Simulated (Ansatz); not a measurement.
**NPS (SMILES N1=PS1): density, localisation and related maps**

Input

```
crystal:
  periodic: [false, false, false]
  atoms:
    - {symbol: "N", position_ang: [-0.306809, -0.778511, -0.414799]}
    - {symbol: P, position_ang: [-0.332607, -0.325663, 1.092444]}
    - {symbol: S, position_ang: [-0.988805, 1.018354, -0.437204]}
basis:
  gaussian: {orbitals: def2-TZVPD}
hamiltonian: {xc: pbe0}
output: {forces: true, orbitals: {seedname: orbitals}}
```

Launched as:

```sh
ansatz run input.yaml --threads 1 --pin off --max-ram 2610MiB --events-out events.jsonl --progress --plain --runs-dir runs
```

Geometry: B3LYP-D3(BJ)/6-311G**.

Level of theory: isolated molecule in a Gaussian basis; Kohn-Sham density functional theory, functional PBE0 (Ansatz 0.2.0).

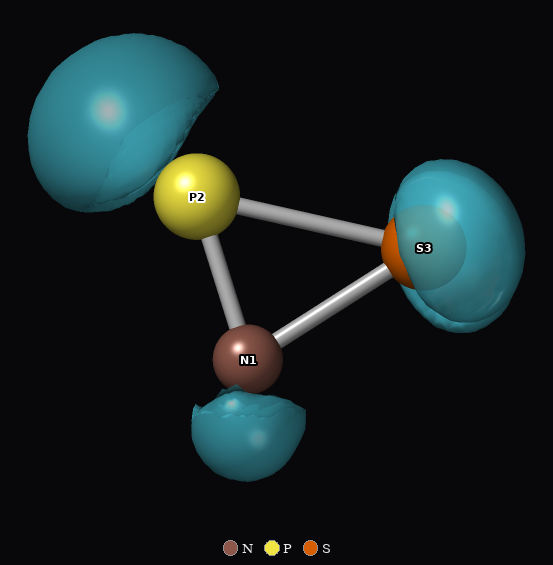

Figure 1. Isosurface of the ELF at 0.9 (cyan), seen across its widest extent. Only the valence region is drawn (cores and ρ < 0.01 e/Å³ removed).

Question: What do the ELF domains correspond to?

Answer: The ELF exceeds this value in one lobe on N, pointing away from the bonds (lone pairs), one lobe on P, pointing away from the bonds (lone pairs) and two lobes on S, pointing away from the bonds (lone pairs, which may merge into one lobe). Profiles from the grid: P–N (1.57 Å): the ELF peaks at about 0.85 between the atoms (a short, strongly polar bond). S–N (1.92 Å): the ELF peaks at about 0.75 between the atoms.

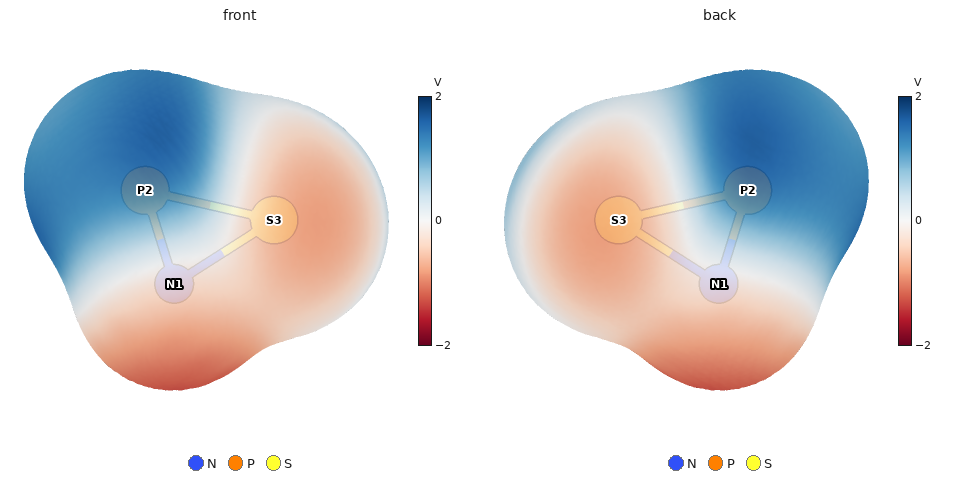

Figure 2. The molecular electrostatic potential painted on the density surface at 0.002 e/bohr³, seen from the front and from behind; red is negative and blue positive.

Question: Which sites attract a positive test charge, and which a negative one?

Answer: A positive charge is drawn to the negative regions and a negative charge to the positive ones. The most negative region (about −1.3 V, or −30 kcal/mol for a unit charge) lies over N1, the most positive (about +1.6 V, or +37 kcal/mol for a unit charge) over P2. N1 is the likeliest acceptor of a hydrogen bond.

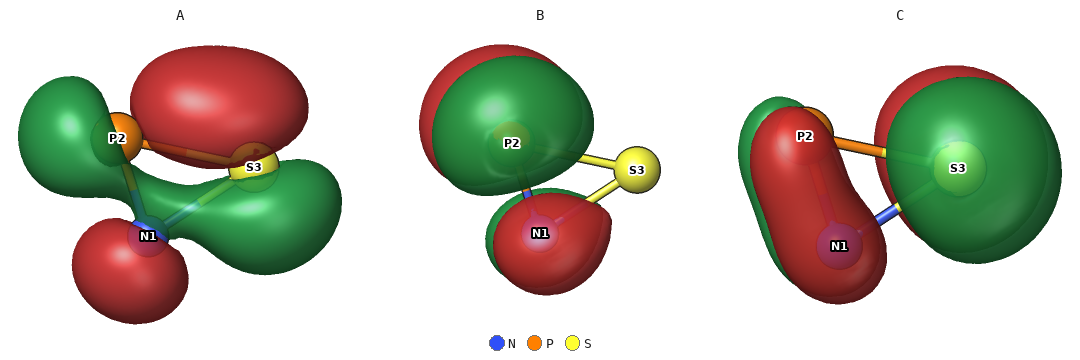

Figure 3. Three frontier orbitals at ±0.1 Å⁻³ᐟ² (green and red are the two phases), in no order.

Question: Order the three orbitals by energy and name them.

Answer: A is the HOMO−1 (−8.44 eV). Its weight (Hirshfeld) is mainly on S3 (about 50 %), N1 (about 25 %) and P2 (about 25 %); it is symmetric in the molecular plane (an in-plane orbital: σ, lone-pair or in-plane π type). C is the HOMO (−6.63 eV). By Hirshfeld shares it lies mainly on S3 (about 70 %), N1 (about 15 %) and P2 (about 10 %); it changes sign across the molecular plane (π type); π-bonding across N1–P2. B is the LUMO (−3.30 eV). By Hirshfeld shares it lies mainly on P2 (about 65 %) and N1 (about 30 %); it changes sign across the molecular plane (π type); π-antibonding (a node) across N1–P2.

Question: What is the HOMO–LUMO gap?

Answer: 3.33 eV between the orbital energies.
